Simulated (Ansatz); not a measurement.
# BGe+ (triplet): PBE, r2SCAN, PBE0, B3LYP, wB97X-V, wB97M-V, B2PLYP, RPA-PBE over vertical gaps between states, cc-pVDZ, part 2 of 2

Ansatz 0.2.0, Gaussian basis; cc-pVDZ, all electrons in the functionals, frozen cores in the correlation of double hybrids and RPA. Earlier steps stand in the parts before.

## (16) wB97M-V, charge 1, triplet

Contents of in.yaml:

```yaml
crystal:
  periodic: [false, false, false]
  atoms:
    - {symbol: Ge, position_ang: [0.000000, 0.000000, 0.000000]}
    - {symbol: B, position_ang: [0.000000, 0.000000, 2.178800]}
basis:
  gaussian: {orbitals: cc-pVDZ}
total_charge: 1
magnetization: {spin_polarized: true, initial_magnetization: 2}
hamiltonian: {xc: {name: wB97M-V}}
output: {forces: true, orbitals: {seedname: orbitals}}
```

Started as:

```bash
> ansatz run in.yaml --threads 1 --pin off --events-out ev --progress --plain --max-ram 2393MiB
```

Output, shortened:

```text
Functional definition: wB97M-V
  name "wB97M-V"
  cite "Mardirossian & Head-Gordon, J. Chem. Phys. 144, 214110 (2016) doi:10.1063/1.4952647"
  cite "Becke, J. Chem. Phys. 107, 8554 (1997) doi:10.1063/1.475007"
  cite "Vydrov & Van Voorhis, J. Chem. Phys. 133, 244103 (2010) doi:10.1063/1.3521275"
  # Of w^i u^j: cxij and so on, Table III.
[...]
  gx(w, u) = 1 - cx + cx01*u + cx10*w
  gss(w, u) = css00 + css04*u^4 + css10*w + css20*w^2 + css43*w^4*u^3
  gos(w, u) = cos00 + cos10*w + (cos20 + cos21*u)*w^2 + (cos60 + cos61*u)*w^6
[...]
      + integral(e_c_pw_mod_opposite_spin*gos(b97_w_opposite, b97_u_opposite)) + vv10(b, c)
462 factors; integrals over basis functions are off by at most 7.8e-4 eV
128 factors; integrals over basis functions are off by at most 8.8e-6 eV
[...]
mean field -57177.16920587 eV, -2101.2222122386 hartree, gradient 1.5e-5 eV, S^2 2.004498; 4 other end points of the search recorded, 0 dependent functions left out
[...]
reference -57177.16923586 eV, -2101.2222133404 hartree; 19, 17 occupied and 22, 24 virtual orbitals, 462 factors
Total energy: -57177.16923586 eV, -2101.2222133404 hartree
Atom 0 at     0.000000     0.000000     0.000000 Å, force     0.000000     0.000000    -0.114886 eV/Å
Atom 1 at     0.000000     0.000000     2.178800 Å, force     0.000000    -0.000000     0.114886 eV/Å
Dipole moment:     0.000000    -0.000000     0.381110 e Å
```

It took 13 s on 1 thread of Arm Neoverse V2, shared host.

From the report: ⟨S²⟩ of the determinant 2.004 (pure triplet: 2.00).

## (17) wB97M-V, charge 1, singlet

Changes to in.yaml since step 16:

```diff
@@ -8,3 +8,3 @@
 total_charge: 1
-magnetization: {spin_polarized: true, initial_magnetization: 2}
+magnetization: {spin_polarized: true, initial_magnetization: 0}
 hamiltonian: {xc: {name: wB97M-V}}
```

The command is unchanged.

Output, shortened:

```text
Functional definition: wB97M-V
  name "wB97M-V"
  cite "Mardirossian & Head-Gordon, J. Chem. Phys. 144, 214110 (2016) doi:10.1063/1.4952647"
  cite "Becke, J. Chem. Phys. 107, 8554 (1997) doi:10.1063/1.475007"
  cite "Vydrov & Van Voorhis, J. Chem. Phys. 133, 244103 (2010) doi:10.1063/1.3521275"
  # Of w^i u^j: cxij and so on, Table III.
[...]
  gx(w, u) = 1 - cx + cx01*u + cx10*w
  gss(w, u) = css00 + css04*u^4 + css10*w + css20*w^2 + css43*w^4*u^3
  gos(w, u) = cos00 + cos10*w + (cos20 + cos21*u)*w^2 + (cos60 + cos61*u)*w^6
[...]
      + integral(e_c_pw_mod_opposite_spin*gos(b97_w_opposite, b97_u_opposite)) + vv10(b, c)
462 factors; integrals over basis functions are off by at most 7.8e-4 eV
128 factors; integrals over basis functions are off by at most 8.8e-6 eV
[...]
mean field -57176.94827199 eV, -2101.2140930682 hartree, gradient 5.9e-6 eV, S^2 1.010852; 10 other end points of the search recorded, 0 dependent functions left out
[...]
reference -57176.94830245 eV, -2101.2140941873 hartree; 18, 18 occupied and 23, 23 virtual orbitals, 462 factors
Total energy: -57176.94830245 eV, -2101.2140941873 hartree
Atom 0 at     0.000000     0.000000     0.000000 Å, force     0.000000     0.000000    -0.330352 eV/Å
Atom 1 at     0.000000     0.000000     2.178800 Å, force     0.000000     0.000000     0.330352 eV/Å
Dipole moment:    -0.000000    -0.000000     0.432052 e Å
```

It took 18 s on 1 thread of Arm Neoverse V2, shared host.

From the report: ⟨S²⟩ of the determinant 1.011 (pure singlet: 0.00). The determinant is far from a pure spin state, so its energy mixes those of several spin states (harmless only where they are near-degenerate, as at dissociation).

From charge 1, triplet: +0.221 eV.

## (18) wB97M-V, charge 1, quintet

Changes to in.yaml since step 17:

```diff
@@ -8,3 +8,3 @@
 total_charge: 1
-magnetization: {spin_polarized: true, initial_magnetization: 0}
+magnetization: {spin_polarized: true, initial_magnetization: 4}
 hamiltonian: {xc: {name: wB97M-V}}
```

The command is unchanged.

Output, shortened:

```text
Functional definition: wB97M-V
  name "wB97M-V"
  cite "Mardirossian & Head-Gordon, J. Chem. Phys. 144, 214110 (2016) doi:10.1063/1.4952647"
  cite "Becke, J. Chem. Phys. 107, 8554 (1997) doi:10.1063/1.475007"
  cite "Vydrov & Van Voorhis, J. Chem. Phys. 133, 244103 (2010) doi:10.1063/1.3521275"
  # Of w^i u^j: cxij and so on, Table III.
[...]
  gx(w, u) = 1 - cx + cx01*u + cx10*w
  gss(w, u) = css00 + css04*u^4 + css10*w + css20*w^2 + css43*w^4*u^3
  gos(w, u) = cos00 + cos10*w + (cos20 + cos21*u)*w^2 + (cos60 + cos61*u)*w^6
[...]
      + integral(e_c_pw_mod_opposite_spin*gos(b97_w_opposite, b97_u_opposite)) + vv10(b, c)
462 factors; integrals over basis functions are off by at most 7.8e-4 eV
128 factors; integrals over basis functions are off by at most 8.8e-6 eV
[...]
mean field -57174.52750939 eV, -2101.1251316835 hartree, gradient 1.7e-5 eV, S^2 6.002223; 1 other end points of the search recorded, 0 dependent functions left out
[...]
reference -57174.52753805 eV, -2101.1251327367 hartree; 20, 16 occupied and 21, 25 virtual orbitals, 462 factors
Total energy: -57174.52753805 eV, -2101.1251327367 hartree
Atom 0 at     0.000000     0.000000     0.000000 Å, force     0.000000     0.000000     3.240310 eV/Å
Atom 1 at     0.000000     0.000000     2.178800 Å, force     0.000000     0.000000    -3.240310 eV/Å
Dipole moment:     0.000000    -0.000000     0.245045 e Å
```

It took 4.9 s on 1 thread of Arm Neoverse V2, shared host.

From the report: ⟨S²⟩ of the determinant 6.002 (pure quintet: 6.00).

From charge 1, triplet: +2.642 eV.

## (19) B2PLYP, charge 1, triplet

Contents of in.yaml:

```yaml
crystal:
  periodic: [false, false, false]
  atoms:
    - {symbol: Ge, position_ang: [0.000000, 0.000000, 0.000000]}
    - {symbol: B, position_ang: [0.000000, 0.000000, 2.178800]}
basis:
  gaussian: {orbitals: cc-pVDZ}
total_charge: 1
magnetization: {spin_polarized: true, initial_magnetization: 2}
hamiltonian: {xc: {name: B2PLYP}}
correlation: {electrons: outside_noble_gas}
```

Launched as before.

Output, shortened:

```text
Functional definition: B2PLYP
  name "B2PLYP"
  cite "Grimme, J. Chem. Phys. 124, 034108 (2006) doi:10.1063/1.2148954"
  cite "Becke, Phys. Rev. A 38, 3098 (1988) doi:10.1103/PhysRevA.38.3098"
  cite "Lee, Yang & Parr, Phys. Rev. B 37, 785 (1988) doi:10.1103/PhysRevB.37.785"
[...]
462 factors; integrals over basis functions are off by at most 7.8e-4 eV
[...]
mean field -57167.64283221 eV, -2100.8721244638 hartree, gradient 1.9e-6 eV, S^2 2.009367; 3 other end points of the search recorded, 0 dependent functions left out
15 core orbitals not correlated: weight in the atoms' cores, before any rotation towards them, 1.000 or more for the frozen orbitals, at most 0.000 for the correlated occupied ones
reference -57167.64294853 eV, -2100.8721287382 hartree; 4, 2 occupied and 22, 24 virtual orbitals, 462 factors
second order -3.13008360 eV of doubles, -0.00000000 eV of singles
Total energy: -57168.48807110 eV, -2100.9031864199 hartree
```

Run time: 2.3 s. Hardware: 1 thread of Arm Neoverse V2, shared host.

From the report: ⟨S²⟩ of the determinant 2.009 (pure triplet: 2.00).

## (20) B2PLYP, charge 1, singlet

Changes to in.yaml since step 19:

```diff
@@ -8,3 +8,3 @@
 total_charge: 1
-magnetization: {spin_polarized: true, initial_magnetization: 2}
+magnetization: {spin_polarized: true, initial_magnetization: 0}
 hamiltonian: {xc: {name: B2PLYP}}
```

Same command.

Output, shortened:

```text
Functional definition: B2PLYP
  name "B2PLYP"
  cite "Grimme, J. Chem. Phys. 124, 034108 (2006) doi:10.1063/1.2148954"
  cite "Becke, Phys. Rev. A 38, 3098 (1988) doi:10.1103/PhysRevA.38.3098"
  cite "Lee, Yang & Parr, Phys. Rev. B 37, 785 (1988) doi:10.1103/PhysRevB.37.785"
[...]
462 factors; integrals over basis functions are off by at most 7.8e-4 eV
[...]
mean field -57167.49366650 eV, -2100.8666427250 hartree, gradient 1.4e-6 eV, S^2 1.022328; 8 other end points of the search recorded, 0 dependent functions left out
15 core orbitals not correlated: weight in the atoms' cores, before any rotation towards them, 1.000 or more for the frozen orbitals, at most 0.000 for the correlated occupied ones
reference -57167.49378247 eV, -2100.8666469868 hartree; 3, 3 occupied and 23, 23 virtual orbitals, 462 factors
second order -2.96550487 eV of doubles, -0.00000000 eV of singles
Total energy: -57168.29446879 eV, -2100.8960716662 hartree
```

Wall time 5.5 s (1 thread of Arm Neoverse V2, shared host).

From the report: ⟨S²⟩ of the determinant 1.022 (pure singlet: 0.00). The determinant is far from a pure spin state, so its energy mixes those of several spin states (harmless only where they are near-degenerate, as at dissociation).

From charge 1, triplet: +0.194 eV.

## (21) B2PLYP, charge 1, quintet

Changes to in.yaml since step 20:

```diff
@@ -8,3 +8,3 @@
 total_charge: 1
-magnetization: {spin_polarized: true, initial_magnetization: 0}
+magnetization: {spin_polarized: true, initial_magnetization: 4}
 hamiltonian: {xc: {name: B2PLYP}}
```

Launched as before.

Output, shortened:

```text
Functional definition: B2PLYP
  name "B2PLYP"
  cite "Grimme, J. Chem. Phys. 124, 034108 (2006) doi:10.1063/1.2148954"
  cite "Becke, Phys. Rev. A 38, 3098 (1988) doi:10.1103/PhysRevA.38.3098"
  cite "Lee, Yang & Parr, Phys. Rev. B 37, 785 (1988) doi:10.1103/PhysRevB.37.785"
[...]
462 factors; integrals over basis functions are off by at most 7.8e-4 eV
[...]
mean field -57165.19988648 eV, -2100.7823478641 hartree, gradient 8.5e-6 eV, S^2 6.004970; 4 other end points of the search recorded, 0 dependent functions left out
15 core orbitals not correlated: weight in the atoms' cores, before any rotation towards them, 0.999 or more for the frozen orbitals, at most 0.000 for the correlated occupied ones
reference -57165.19999927 eV, -2100.7823520090 hartree; 5, 1 occupied and 21, 25 virtual orbitals, 462 factors
second order -3.29307459 eV of doubles, -0.00000000 eV of singles
Total energy: -57166.08912941 eV, -2100.8150269389 hartree
```

It took 2.4 s on 1 thread of Arm Neoverse V2, shared host.

From the report: ⟨S²⟩ of the determinant 6.005 (pure quintet: 6.00).

From charge 1, triplet: +2.399 eV.

## (22) RPA-PBE, charge 1, triplet

Contents of in.yaml:

```yaml
crystal:
  periodic: [false, false, false]
  atoms:
    - {symbol: Ge, position_ang: [0.000000, 0.000000, 0.000000]}
    - {symbol: B, position_ang: [0.000000, 0.000000, 2.178800]}
basis:
  gaussian: {orbitals: cc-pVDZ}
total_charge: 1
magnetization: {spin_polarized: true, initial_magnetization: 2}
hamiltonian: {xc: {name: PBE}}
correlation: {method: rpa, electrons: outside_noble_gas}
```

The command is unchanged.

Output, shortened:

```text
Functional definition: PBE
  name "PBE"
  cite "Perdew, Burke & Ernzerhof, Phys. Rev. Lett. 77, 3865 (1996) doi:10.1103/PhysRevLett.77.3865"
  parent pbe
[...]
462 factors; integrals over basis functions are off by at most 7.8e-4 eV
[...]
mean field -57170.83060579 eV, -2100.9892729820 hartree, gradient 2.0e-7 eV, S^2 2.002787; 9 other end points of the search recorded, 0 dependent functions left out
15 core orbitals not correlated: weight in the atoms' cores, before any rotation towards them, 0.999 or more for the frozen orbitals, at most 0.000 for the correlated occupied ones
reference -57132.56076691 eV, -2099.5828823435 hartree; 4, 2 occupied and 22, 24 virtual orbitals, 462 factors
Total energy: -57138.30310594 eV, -2099.7939094106 hartree
```

Wall time 4.3 s (1 thread of Arm Neoverse V2, shared host).

From the report: ⟨S²⟩ of the determinant 2.003 (pure triplet: 2.00).

## (23) RPA-PBE, charge 1, singlet

Changes to in.yaml since step 22:

```diff
@@ -8,3 +8,3 @@
 total_charge: 1
-magnetization: {spin_polarized: true, initial_magnetization: 2}
+magnetization: {spin_polarized: true, initial_magnetization: 0}
 hamiltonian: {xc: {name: PBE}}
```

Same command.

Output, shortened:

```text
Functional definition: PBE
  name "PBE"
  cite "Perdew, Burke & Ernzerhof, Phys. Rev. Lett. 77, 3865 (1996) doi:10.1103/PhysRevLett.77.3865"
  parent pbe
[...]
462 factors; integrals over basis functions are off by at most 7.8e-4 eV
[...]
mean field -57170.63287583 eV, -2100.9820065398 hartree, gradient 1.0e-6 eV, S^2 1.009176; 20 other end points of the search recorded, 0 dependent functions left out
15 core orbitals not correlated: weight in the atoms' cores, before any rotation towards them, 0.999 or more for the frozen orbitals, at most 0.000 for the correlated occupied ones
reference -57132.34307306 eV, -2099.5748822419 hartree; 3, 3 occupied and 23, 23 virtual orbitals, 462 factors
Total energy: -57138.10232674 eV, -2099.7865309107 hartree
```

It took 11 s on 1 thread of Arm Neoverse V2, shared host.

From the report: ⟨S²⟩ of the determinant 1.009 (pure singlet: 0.00). The determinant is far from a pure spin state, so its energy mixes those of several spin states (harmless only where they are near-degenerate, as at dissociation).

From charge 1, triplet: +0.201 eV.

## (24) RPA-PBE, charge 1, quintet

Changes to in.yaml since step 23:

```diff
@@ -8,3 +8,3 @@
 total_charge: 1
-magnetization: {spin_polarized: true, initial_magnetization: 0}
+magnetization: {spin_polarized: true, initial_magnetization: 4}
 hamiltonian: {xc: {name: PBE}}
```

Launched as before.

Output, shortened:

```text
Functional definition: PBE
  name "PBE"
  cite "Perdew, Burke & Ernzerhof, Phys. Rev. Lett. 77, 3865 (1996) doi:10.1103/PhysRevLett.77.3865"
  parent pbe
[...]
462 factors; integrals over basis functions are off by at most 7.8e-4 eV
[...]
mean field -57168.68985686 eV, -2100.9106019098 hartree, gradient 7.9e-6 eV, S^2 6.001642; 0 other end points of the search recorded, 0 dependent functions left out
15 core orbitals not correlated: weight in the atoms' cores, before any rotation towards them, 0.999 or more for the frozen orbitals, at most 0.000 for the correlated occupied ones
reference -57130.67743480 eV, -2099.5136711648 hartree; 5, 1 occupied and 21, 25 virtual orbitals, 462 factors
Total energy: -57135.92352602 eV, -2099.7064614611 hartree
```

Wall time 1 s (1 thread of Arm Neoverse V2, shared host).

From the report: ⟨S²⟩ of the determinant 6.002 (pure quintet: 6.00).

From charge 1, triplet: +2.380 eV.

## (25) Against the wave-function levels

The yardstick is full CI for this spin, exact in this basis with these frozen cores. It and the other wave-function rows come from earlier runs at the same points. Energies in eV, counted from charge 1, triplet; blanks weren't run or aren't comparable.

```
           level  triplet to singlet  triplet to quintet
             FCI               0.579               2.179
             PBE                                   2.141
          r2SCAN                                   1.891
            PBE0                                   2.223
           B3LYP                                   2.546
         wB97X-V                                        
         wB97M-V                                   2.642
          B2PLYP                                   2.399
         RPA-PBE                                   2.380
            RMP2               1.159               1.838
  CASSCF valence               0.584               1.867
  NEVPT2 valence               0.596               2.118
MRCISD+Q valence               0.580               2.184
```

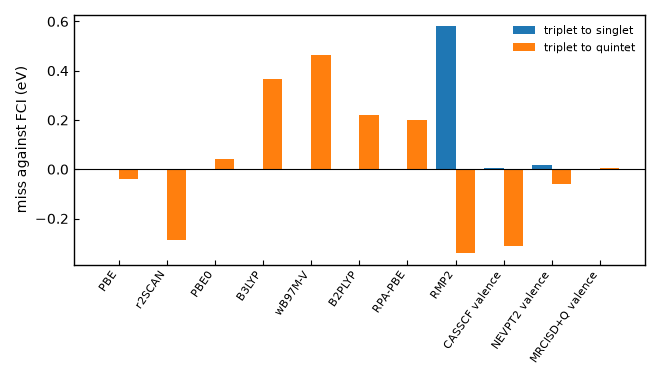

Misses of the gaps against FCI.

Largest miss and mean time a point (FCI took 16 s a point; shared hosts):

```
           level  largest miss (eV)               where  time a point
             PBE             -0.038  triplet to quintet         3.7 s
          r2SCAN             -0.288  triplet to quintet         8.8 s
            PBE0             +0.043  triplet to quintet         3.8 s
           B3LYP             +0.367  triplet to quintet         3.5 s
         wB97M-V             +0.462  triplet to quintet          12 s
          B2PLYP             +0.220  triplet to quintet         3.4 s
         RPA-PBE             +0.200  triplet to quintet         5.5 s
            RMP2             +0.580  triplet to singlet              
  CASSCF valence             -0.312  triplet to quintet              
  NEVPT2 valence             -0.061  triplet to quintet           3 s
MRCISD+Q valence             +0.004  triplet to quintet         3.6 s
```

## (26) Summary of results

This closing draws on all 2 parts.

| quantity | value |
| --- | --- |
| triplet to singlet, FCI | 0.579 eV |
| triplet to quintet, FCI | 2.179 eV |
| largest miss, PBE | -0.038 eV (triplet to quintet) |
| largest miss, r2SCAN | -0.288 eV (triplet to quintet) |
| largest miss, PBE0 | +0.043 eV (triplet to quintet) |
| largest miss, B3LYP | +0.367 eV (triplet to quintet) |
| largest miss, wB97M-V | +0.462 eV (triplet to quintet) |
| largest miss, B2PLYP | +0.220 eV (triplet to quintet) |
| largest miss, RPA-PBE | +0.200 eV (triplet to quintet) |

In words: Misses are known at 1 of 2 points at best, and only functionals with that many are ranked. Of the functionals, PBE keep the smallest largest miss at the points compared (at most 0.038 eV) and wB97M-V strays most (0.462 eV, at triplet to quintet). PBE, r2SCAN, PBE0, B3LYP, wB97M-V, B2PLYP, RPA-PBE clearly break the spin symmetry at some points (⟨S²⟩ up to 1.02 above the pure value), so energy there is bought with a mixed spin. Functionals and the yardstick converge differently with the basis, so part of each miss in cc-pVDZ is the basis.
